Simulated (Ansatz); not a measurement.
## Core levels in a random alloy: Al5Ir3 (Ir on 38 % of the Al sites, one arrangement)

Aim: core-level shifts of both metals in Al5Ir3 (Ir on 38 % of the Al sites, one arrangement), site by site. Spin–orbit coupling is left out of the bands throughout.

Calculated with Ansatz 0.2.0; DFT, PBE, plane-wave PAW, default files, scalar-relativistic.

**1. Set-up**

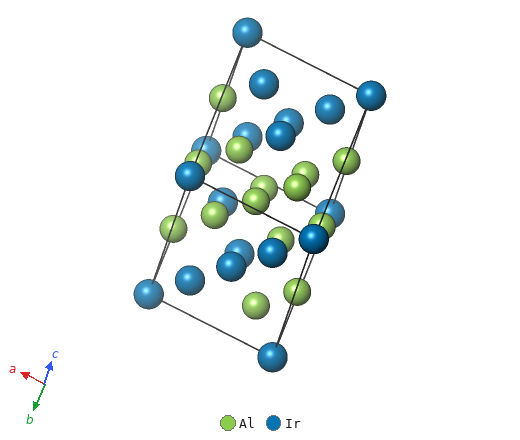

The cell as given, from a free direction (aluminium green, iridium blue). Some periodic images of atoms are drawn too.

**2. Relaxation**

Atoms near a foreign or missing neighbour move off the ideal sites, so they are relaxed first.

input.yaml reads:

```yaml
crystal:
  lattice:
    - [-3.9779466805, 3.9779466805, 3.9779466805]
    - [3.9779466805, -3.9779466805, 3.9779466805]
    - [3.9779466805, 3.9779466805, -3.9779466805]
  atoms:
    - { symbol: Al, position: [0.0, 0.25, 0.75] }
    - { symbol: Al, position: [0.0, 0.5, 0.5] }
    - { symbol: Al, position: [0.0, 0.75, 0.25] }
    - { symbol: Ir, position: [0.25, 0.0, 0.75] }
    - { symbol: Ir, position: [0.0, 0.0, 0.0] }
    - { symbol: Al, position: [0.25, 0.25, 0.5] }
    - { symbol: Al, position: [0.25, 0.5, 0.25] }
    - { symbol: Al, position: [0.5, 0.75, 0.75] }
    - { symbol: Al, position: [0.25, 0.75, 0.0] }
    - { symbol: Ir, position: [0.5, 0.0, 0.5] }
    - { symbol: Al, position: [0.5, 0.25, 0.25] }
    - { symbol: Al, position: [0.75, 0.5, 0.75] }
    - { symbol: Ir, position: [0.5, 0.5, 0.0] }
    - { symbol: Al, position: [0.75, 0.75, 0.5] }
    - { symbol: Ir, position: [0.75, 0.0, 0.25] }
    - { symbol: Ir, position: [0.75, 0.25, 0.0] }
kpoints:
  mp_grid: { grid: [4, 4, 4] }
scf:
  occupations: { method: fermi_dirac, width: 0.08 }
  n_extra_bands: 16
hamiltonian:
  xc: pbe
  pseudopotentials: { kind: paw }
output:
  forces: true
relax:
  f_tol: 0.04
  max_steps: 35
```

Run with:

```console
$ ansatz run input.yaml --threads 4 --pin off --max-ram 14336MiB --backend cpu --events-out ev --progress --plain --runs-dir out
```

Numbers of over 12 decimals in the logs are rounded to 6 here.

What it wrote:

```text
scf.n_extra_bands = 16 over 66 filled bands (N_el = 132.0): the run solves 82 bands
Engine: ansatz 0.2.0, x86_64-unknown-linux-gnu
Pseudopotentials: kind: paw
Pseudopotential: Al, paw, valence charge 3, recommended cutoff 420 eV (normal), Al.paw.azcp
Pseudopotential: Ir, paw, valence charge 17, recommended cutoff 420 eV (normal), Ir.paw.azcp
Functional definition: PBE
  parameter kappa = 0.804
  parameter beta = 0.066725
  exchange = pbe_x(kappa = kappa, mu = beta*pi^2/3)
  correlation = pbe_c(beta = beta)
Crystal: 16 atoms, lattice volume = 251.789 Å³
Basis set: ecut = 420 eV, 4921 PW (Γ), exchange–correlation on 96×96×96 points (8 copies of the dense FFT grid, shifted against one another)
Bands: 82, of which v1, the nominal top of the filled ones, is band 66 counted from 1 (65 counted from 0)
Symmetry: 1 space group operations
Space group: P1 (ITA 1), of the structure as read, at distance tolerance 6.3e-5 Å
k-points: 36 of 64 (time reversal used)
Non-local potential: Al, projectors of the file, l = 0: 2, l = 1: 2, l = 2: 1
Non-local potential: Ir, projectors of the file, l = 0: 3, l = 1: 2, l = 2: 2, l = 3: 1
PAW form: soft (Blöchl's): semilocal exchange-correlation on the pseudo side does not see the compensation charge
PAW one-centre angular grid: Al, 110 points (default); XC on 64 Gauss nodes
PAW one-centre angular grid: Ir, 590 points (default); XC on 64 Gauss nodes
Initial density: superposition of atomic densities (neutral atoms: chi_scale 0, normalization atom), corrected by the library's trained network
Initial wavefunctions: pseudopotential atomic-orbital guess
Functional: x = pbe(κ = 0.804, μ = 0.219515), c = pbe(β = 0.066725)
SCF iter   1: F=—  HF=-76993.790686 eV  |F-HF|=—  |Δ(HF+E_count)|=         —  Δρ=5.71e-3  dr2=1.12e-1  ethr=1.77e-3  ⟨swp⟩=6.2  Hψ=11551  notcnv=0  defer=21
preconditioner: auto → Kerker (q_TF=auto, 2.450 Å⁻¹)  [metal: Δε(μ)=0.006 eV  Ē_g=6.018 eV  σ=0.080 eV  W_gap=0.02  n_scr=54 (ndim 8)  ℏωp=21.4 eV  f_vac=0.000  D(μ)=7.80/eV (n_scr^D=54)]
SCF iter   2: F=—  HF=-76993.783115 eV  |F-HF|=—  |Δ(HF+E_count)|=   7.57e-3  Δρ=2.91e-3  dr2=3.06e-2  ethr=8.52e-5  ⟨swp⟩=1.0  Hψ=3420  notcnv=0  defer=61
SCF iter   3: F=—  HF=-76993.779682 eV  |F-HF|=—  |Δ(HF+E_count)|=   3.43e-3  Δρ=4.95e-4  dr2=1.24e-3  ethr=2.32e-5  ⟨swp⟩=2.5  Hψ=4252  notcnv=0  defer=61
SCF iter   4: F=—  HF=-76993.779476 eV  |F-HF|=—  |Δ(HF+E_count)|=   2.06e-4  Δρ=1.41e-4  dr2=1.29e-4  ethr=9.37e-7  ⟨swp⟩=2.1  Hψ=4312  notcnv=0  defer=61
iter 5 did not close the SCF: its close was put off for the readings that it lacked (scf_convergence_deferred on its scf_iter line)
SCF iter   5: F=-76993.779444 eV  HF=-76993.779446 eV  |F-HF|=1.82e-6  |Δ(HF+E_count)|=   3.01e-5  Δρ=3.26e-5  dr2=3.60e-6  ethr=9.78e-8  ⟨swp⟩=2.1  Hψ=4220  notcnv=0  defer=61
SCF iter   6: F=-76993.779445 eV  HF=-76993.779445 eV  |F-HF|=4.40e-8  |Δ(HF+E_count)|=   7.18e-7  Δρ=6.42e-6  dr2=1.18e-7  ethr=2.73e-9  ⟨swp⟩=1.7  Hψ=7592  notcnv=0
SCF 1 converged in 6 iterations: F = -76993.779445 eV  dr2 = 1.18e-7
  greatest PAW one-centre occupation: 1.000 electrons in one spin orbital (limit 2), on the Ir atom at site 15 (counted from 0), in its partial waves of l = 0
relax step   1: F+E_penalty+E_count = -76993.77944507 eV  Δ(F+E_penalty+E_count) = +0.000e0 eV  max|allowed force component| = 1.354e0 eV/Å  Δτ_max = 0.0000 Å  (6 SCF iters, dr2 threshold 4.00e-5 eV, accepted)
Initial density: handed on by an earlier stage of this run
Initial wavefunctions: those handed on with the density
iter 1 solved again at ethr=6.77e-4 eV; its pass at ethr=3.10e-3 eV (dr2=8.94e-1 eV) is discarded
SCF iter   1: F=—  HF=-76995.412532 eV  |F-HF|=—  |Δ(HF+E_count)|=         —  Δρ=1.55e-2  dr2=8.95e-1  ethr=6.77e-4  ⟨swp⟩=1.0  Hψ=11689  notcnv=0  defer=101
preconditioner: auto → Kerker (q_TF=auto, 2.450 Å⁻¹)  [metal: Δε(μ)=0.002 eV  Ē_g=6.190 eV  σ=0.080 eV  W_gap=0.01  n_scr=54 (ndim 8)  ℏωp=21.4 eV  f_vac=0.000  D(μ)=6.85/eV (n_scr^D=42)]
SCF iter   2: F=—  HF=-76995.304964 eV  |F-HF|=—  |Δ(HF+E_count)|=   1.08e-1  Δρ=8.99e-3  dr2=3.62e-1  ethr=6.77e-4  ⟨swp⟩=1.0  Hψ=2835  notcnv=0  defer=101
SCF iter   3: F=—  HF=-76995.228987 eV  |F-HF|=—  |Δ(HF+E_count)|=   7.60e-2  Δρ=1.08e-3  dr2=4.78e-3  ethr=2.74e-4  ⟨swp⟩=2.4  Hψ=4561  notcnv=0  defer=101
SCF iter   4: F=—  HF=-76995.227652 eV  |F-HF|=—  |Δ(HF+E_count)|=   1.34e-3  Δρ=2.12e-4  dr2=1.50e-4  ethr=3.62e-6  ⟨swp⟩=2.2  Hψ=4334  notcnv=0  defer=117
iter 5 did not close the SCF: its close was put off for the readings that it lacked (scf_convergence_deferred on its scf_iter line)
SCF iter   5: F=-76995.227621 eV  HF=-76995.227627 eV  |F-HF|=5.83e-6  |Δ(HF+E_count)|=   2.49e-5  Δρ=4.48e-5  dr2=9.34e-6  ethr=1.14e-7  ⟨swp⟩=2.2  Hψ=4228  notcnv=0  defer=117
SCF iter   6: F=-76995.227625 eV  HF=-76995.227625 eV  |F-HF|=2.28e-7  |Δ(HF+E_count)|=   1.88e-6  Δρ=9.11e-6  dr2=3.46e-7  ethr=7.08e-9  ⟨swp⟩=1.6  Hψ=7498  notcnv=0
SCF 2 converged in 6 iterations: F = -76995.227625 eV  dr2 = 3.46e-7
  greatest PAW one-centre occupation: 1.000 electrons in one spin orbital (limit 2), on the Ir atom at site 3 (counted from 0), in its partial waves of l = 0
relax step   2: F+E_penalty+E_count = -76995.22762489 eV  Δ(F+E_penalty+E_count) = -1.448e0 eV  max|allowed force component| = 9.887e-1 eV/Å  Δτ_max = 0.1950 Å  (6 SCF iters, dr2 threshold 1.00e-4 eV, accepted)
iter 1 solved again at ethr=4.25e-4 eV; its pass at ethr=3.10e-3 eV (dr2=5.62e-1 eV) is discarded
SCF iter   1: F=—  HF=-76995.853919 eV  |F-HF|=—  |Δ(HF+E_count)|=         —  Δρ=1.40e-2  dr2=5.67e-1  ethr=4.25e-4  ⟨swp⟩=1.0  Hψ=11118  notcnv=0  defer=108
preconditioner: auto → Kerker (q_TF=auto, 2.450 Å⁻¹)  [metal: Δε(μ)=0.012 eV  Ē_g=6.267 eV  σ=0.080 eV  W_gap=0.04  n_scr=54 (ndim 8)  ℏωp=21.4 eV  f_vac=0.000  D(μ)=6.65/eV (n_scr^D=42)]
SCF iter   2: F=—  HF=-76995.774808 eV  |F-HF|=—  |Δ(HF+E_count)|=   7.91e-2  Δρ=8.16e-3  dr2=2.36e-1  ethr=4.25e-4  ⟨swp⟩=1.0  Hψ=2834  notcnv=0  defer=108
SCF iter   3: F=—  HF=-76995.719286 eV  |F-HF|=—  |Δ(HF+E_count)|=   5.55e-2  Δρ=1.01e-3  dr2=2.71e-3  ethr=1.79e-4  ⟨swp⟩=2.2  Hψ=4645  notcnv=0  defer=108
SCF iter   4: F=—  HF=-76995.718367 eV  |F-HF|=—  |Δ(HF+E_count)|=   9.19e-4  Δρ=1.64e-4  dr2=1.36e-4  ethr=2.05e-6  ⟨swp⟩=2.2  Hψ=4450  notcnv=0  defer=116
iter 5 did not close the SCF: its close was put off for the readings that it lacked (scf_convergence_deferred on its scf_iter line)
SCF iter   5: F=-76995.718332 eV  HF=-76995.718339 eV  |F-HF|=7.20e-6  |Δ(HF+E_count)|=   2.82e-5  Δρ=4.60e-5  dr2=1.04e-5  ethr=1.03e-7  ⟨swp⟩=2.0  Hψ=4174  notcnv=0  defer=118
SCF iter   6: F=-76995.718337 eV  HF=-76995.718337 eV  |F-HF|=3.83e-7  |Δ(HF+E_count)|=   2.21e-6  Δρ=1.04e-5  dr2=5.37e-7  ethr=7.86e-9  ⟨swp⟩=1.6  Hψ=7527  notcnv=0
SCF 3 converged in 6 iterations: F = -76995.718337 eV  dr2 = 5.37e-7
relax step   3: F+E_penalty+E_count = -76995.71833660 eV  Δ(F+E_penalty+E_count) = -4.907e-1 eV  max|allowed force component| = 5.053e-1 eV/Å  Δτ_max = 0.1949 Å  (6 SCF iters, dr2 threshold 6.11e-5 eV, accepted)
[... from here on, the SCF cycles and remarks between the steps are left out ...]
relax step   4: F+E_penalty+E_count = -76995.81397079 eV  Δ(F+E_penalty+E_count) = -9.563e-2 eV  max|allowed force component| = 2.372e-1 eV/Å  Δτ_max = 0.2000 Å  (6 SCF iters, dr2 threshold 6.67e-5 eV, accepted)
relax step   5: F+E_penalty+E_count = -76995.84919388 eV  Δ(F+E_penalty+E_count) = -3.522e-2 eV  max|allowed force component| = 9.704e-2 eV/Å  Δτ_max = 0.1058 Å  (6 SCF iters, dr2 threshold 1.24e-5 eV, accepted)
relax step   6: F+E_penalty+E_count = -76995.84756584 eV  Δ(F+E_penalty+E_count) = +1.628e-3 eV  max|allowed force component| = 1.419e-1 eV/Å  Δτ_max = 0.0685 Å  (7 SCF iters, rejected (line search))
relax step   7: F+E_penalty+E_count = -76995.85506158 eV  Δ(F+E_penalty+E_count) = -5.868e-3 eV  max|allowed force component| = 4.282e-2 eV/Å  Δτ_max = 0.0343 Å  (6 SCF iters, accepted)
relax step   8: F+E_penalty+E_count = -76995.86258722 eV  Δ(F+E_penalty+E_count) = -7.526e-3 eV  max|allowed force component| = 5.548e-2 eV/Å  Δτ_max = 0.1000 Å  (6 SCF iters, accepted)
relax step   9: F+E_penalty+E_count = -76995.85069910 eV  Δ(F+E_penalty+E_count) = +1.189e-2 eV  max|allowed force component| = 2.924e-1 eV/Å  Δτ_max = 0.1450 Å  (7 SCF iters, rejected (line search))
relax step  10: F+E_penalty+E_count = -76995.87153019 eV  Δ(F+E_penalty+E_count) = -8.943e-3 eV  max|allowed force component| = 4.382e-2 eV/Å  Δτ_max = 0.0656 Å  (6 SCF iters, accepted)
SCF iter   1: F=—  HF=-76995.874979 eV  |F-HF|=—  |Δ(HF+E_count)|=         —  Δρ=1.61e-3  dr2=7.36e-3  ethr=6.86e-5  ⟨swp⟩=2.1  Hψ=5685  notcnv=0  defer=115
preconditioner: auto → Kerker (q_TF=auto, 2.450 Å⁻¹)  [metal: Δε(μ)=0.006 eV  Ē_g=6.281 eV  σ=0.080 eV  W_gap=0.02  n_scr=54 (ndim 8)  ℏωp=21.4 eV  f_vac=0.000  D(μ)=6.50/eV (n_scr^D=42)]
SCF iter   2: F=—  HF=-76995.873968 eV  |F-HF|=—  |Δ(HF+E_count)|=   1.01e-3  Δρ=9.32e-4  dr2=2.82e-3  ethr=5.58e-6  ⟨swp⟩=1.0  Hψ=3420  notcnv=0  defer=115
SCF iter   3: F=—  HF=-76995.873303 eV  |F-HF|=—  |Δ(HF+E_count)|=   6.65e-4  Δρ=1.08e-4  dr2=3.31e-5  ethr=2.13e-6  ⟨swp⟩=2.4  Hψ=4171  notcnv=0  defer=115
SCF iter   4: F=—  HF=-76995.873002 eV  |F-HF|=—  |Δ(HF+E_count)|=   3.01e-4  Δρ=2.11e-5  dr2=1.36e-6  ethr=2.51e-8  ⟨swp⟩=2.2  Hψ=4364  notcnv=0  defer=115
SCF iter   5: F=—  HF=-76995.873002 eV  |F-HF|=—  |Δ(HF+E_count)|=   2.01e-7  Δρ=5.34e-6  dr2=1.14e-7  ethr=1.03e-9  ⟨swp⟩=2.5  Hψ=4357  notcnv=0  defer=115
SCF iter   6: F=-76995.873002 eV  HF=-76995.873002 eV  |F-HF|=5.44e-9  |Δ(HF+E_count)|=   1.82e-8  Δρ=1.19e-6  dr2=7.83e-9  ethr=7.58e-11  ⟨swp⟩=3.0  Hψ=7743  notcnv=0
SCF 11 converged in 6 iterations: F = -76995.873002 eV  dr2 = 7.83e-9
relax step  11: F+E_penalty+E_count = -76995.87300174 eV  Δ(F+E_penalty+E_count) = -1.472e-3 eV  max|allowed force component| = 1.326e-2 eV/Å  Δτ_max = 0.0217 Å  (6 SCF iters, accepted)
SCF converged after 6 iterations
Free energy (F): -76995.873002 eV
Harris-Foulkes:  -76995.873002 eV  (|F-HF|=5.44e-9)
Internal energy: -76995.738392 eV  (E = F + TS)
E sigma→0 (E₀):  -76995.805697 eV
Entropy (-TS):   -0.134610 eV (-8.413 meV/atom)
Fermi energy:    13.435526 eV
--- Per-component energies (eV) ---
  E_band       = -1393.674100
  E_kinetic    = 3971.215654
  E_local      = -13283.787006  (includes V_loc(G=0)·N_el)
  E_nonlocal   = 536.793251
  E_hartree    = 5451.886963
  E_xc         = -2006.361403
  E_vxc        = -2091.590261  (∫ρ·V_xc dr)
  E_paw        = -60014.849364  (= ΣΔE_a)
  E_vpaw       = -1430.080651  (= ΣTr[D̂ρ^β])
  E_aug_tail   = 0.000366  (compensation charges beyond the density's cutoff)
  E_ewald      = -11650.636852
  E_smearing   = -0.134610  (= −TS)
  E_closure    = 0.000000  (closes the sum)
  Σ components = -76995.873002   (vs F -76995.873002, Δ=0.00e0)
--- Forces (eV/Å), atoms counted from 1 ---
  atom   1  Al     0.00710596     0.00250193    -0.00456462
  atom   2  Al    -0.00065630     0.00847359     0.00588271
  atom   3  Al     0.00013877     0.00089064     0.00047635
  atom   4  Ir    -0.00000199    -0.00063951    -0.00282595
  atom   5  Ir    -0.00607479    -0.00459102     0.00291015
  atom   6  Al     0.00538114    -0.00615021     0.00414869
  atom   7  Al    -0.00031229     0.00833186    -0.00167686
  atom   8  Al    -0.00561464    -0.00415190     0.00152917
  atom   9  Al    -0.00239003     0.00153200    -0.00073214
  atom  10  Ir    -0.01160359     0.00475240     0.00472925
  atom  11  Al     0.00092812    -0.00174052    -0.00626238
  atom  12  Al    -0.00379068    -0.00241257     0.00396091
  atom  13  Ir    -0.00504035     0.00178588    -0.00452178
  atom  14  Al     0.00702479     0.00067213     0.00609004
  atom  15  Ir     0.01325549     0.00186991    -0.00628413
  atom  16  Ir     0.00165421    -0.01111698    -0.00285515
  max |Σ_I F_I| component: 7.62e-6 eV/Å
--- Relaxed structure (11 steps of the walk, 9 accepted, 0 SCFs on fresh bases) ---
  F+E_penalty+E_count = -76995.87300174 eV   max|allowed force component| = 1.326e-2 eV/Å
  atoms:
    - { symbol: Al, position: [-0.00368087, 0.225296, 0.764836] }
    - { symbol: Al, position: [-0.00202371, 0.486301, 0.474566] }
    - { symbol: Al, position: [-0.001995, 0.760722, 0.248258] }
    - { symbol: Ir, position: [0.226768, -0.058542, 0.725597] }
    - { symbol: Ir, position: [-0.029342, -0.055827, -0.029318] }
    - { symbol: Al, position: [0.248301, 0.237004, 0.519104] }
    - { symbol: Al, position: [0.254603, 0.506872, 0.248084] }
    - { symbol: Al, position: [0.538010, 0.818850, 0.788532] }
    - { symbol: Al, position: [0.282345, 0.770349, 0.016008] }
    - { symbol: Ir, position: [0.468033, 0.00652205, 0.466511] }
    - { symbol: Al, position: [0.498044, 0.235089, 0.204129] }
    - { symbol: Al, position: [0.719549, 0.489052, 0.765053] }
    - { symbol: Ir, position: [0.456860, 0.489592, -0.010622] }
    - { symbol: Al, position: [0.744871, 0.756505, 0.493070] }
    - { symbol: Ir, position: [0.799985, 0.028679, 0.304470] }
    - { symbol: Ir, position: [0.799673, 0.303535, 0.021719] }
```

Wall time 3.4 min (4 threads of Intel Xeon at 2.50GHz (Skylake/Cascade Lake), shared host); peak memory 1.1 GiB.

The steps of the relaxation:

| step | energy less that of the first step (eV) | largest force component (eV/Å) |
| --- | --- | --- |
| 1 | 0.0000 | 1.3537 |
| 2 | -1.4482 | 0.9887 |
| 3 | -1.9389 | 0.5053 |
| 4 | -2.0345 | 0.2372 |
| 5 | -2.0697 | 0.0970 |
| 6 | -2.0681 | 0.1419 |
| 7 | -2.0756 | 0.0428 |
| 8 | -2.0831 | 0.0555 |
| 9 | -2.0713 | 0.2924 |
| 10 | -2.0921 | 0.0438 |
| 11 | -2.0936 | 0.0133 |

Relaxation steps 6, 9 were tried and not accepted.

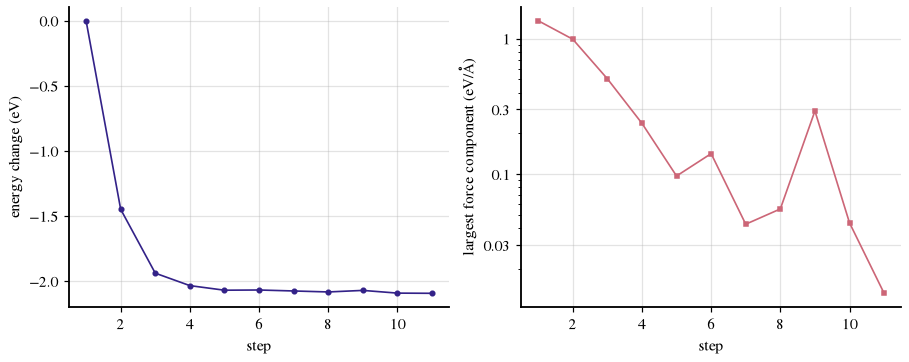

Energy and largest force along the relaxation.

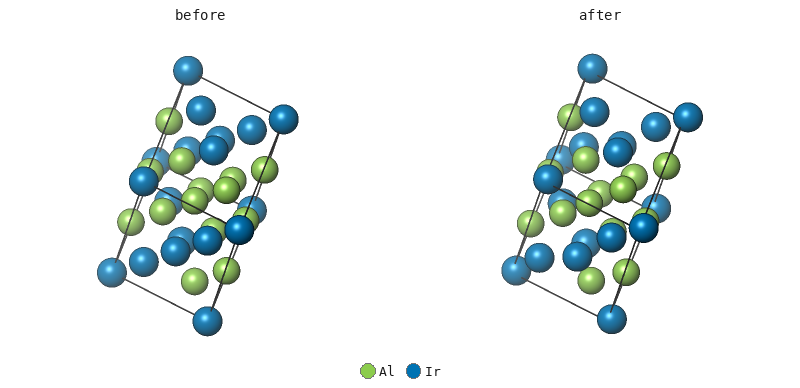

The structure before and after the relaxation, drawn at the same scale.

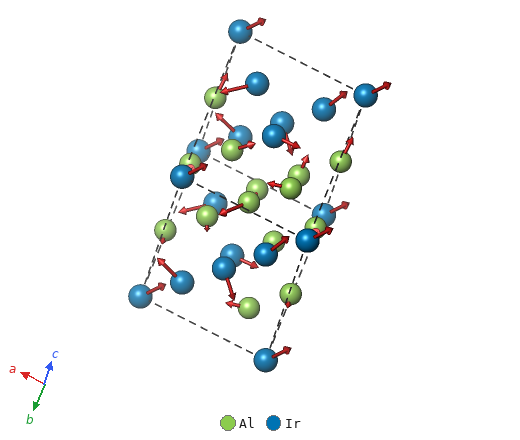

Displacements in the relaxation, exaggerated; the longest in the cell stands for 0.39 Å. Some periodic images of atoms are drawn too.

The atoms that moved most (Å):

| atom | dx | dy | dz | length |
| --- | --- | --- | --- | --- |
| Al8 | 0.276 | 0.031 | 0.272 | 0.389 |
| Ir16 | 0.102 | 0.071 | 0.324 | 0.347 |
| Ir15 | 0.132 | 0.301 | 0.096 | 0.343 |
| Ir4 | -0.238 | 0.043 | -0.228 | 0.332 |
| Ir5 | -0.222 | -0.011 | -0.222 | 0.314 |
| Al11 | -0.234 | -0.131 | 0.115 | 0.292 |
| Ir10 | 0.020 | -0.286 | 0.032 | 0.289 |
| Al12 | 0.137 | -0.018 | -0.225 | 0.264 |

Numbers from this step:

* free energy: -76995.8730 eV
* energy at zero smearing: -76995.8057 eV
* smearing term TS: 0.1346 eV
* Fermi energy: 13.44 eV
* symmetry operations: 1

The relaxation ends 131 meV an atom lower, with a largest force component of 0.013 eV/Å.

(Part 1 of 3 ends here.)

[Logs are printed without paths, hosts, clocks, repeated set-up lines and the standing remarks that a program may print on its own settings, such as how far it seeks lower states.]

[Hosts, paths, dates, database ids (printed as entryN), source tags and the programs' standing remarks are cut or masked in the printed files.]

[Maps of the electrostatic potential energy from Ansatz leave out the sawtooth potential of an applied field or a dipole correction, so their vacuum need not be flat; work functions include it.]
